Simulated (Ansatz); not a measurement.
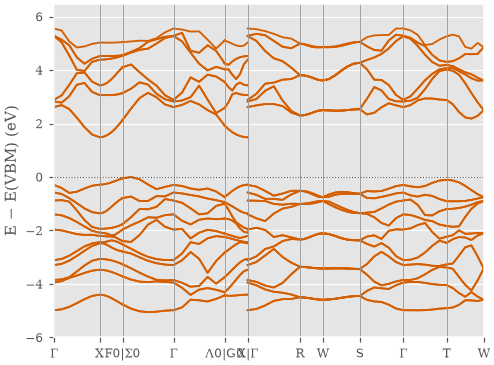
Fig. 1. Band structure from DFT-PBE+D3(BJ) with spin–orbit coupling in the program Ansatz with PAW potentials

Problem. Read off the gap and where the band edges lie.

Solution. About 1.5 eV (1.49 eV by a search for the band edges); maximum on the Σ0–Γ line, 16 % of the way from Σ0, minimum at X.

The material is SiSe2 in space group Ibam (No. 72; Si on 4a, Se on 8j).

The PBE+D3(BJ) relaxation kept the symmetry of its start; of distortions, only those at the zone centre were tested.

Potentials: the later of the program's two PAW sets.
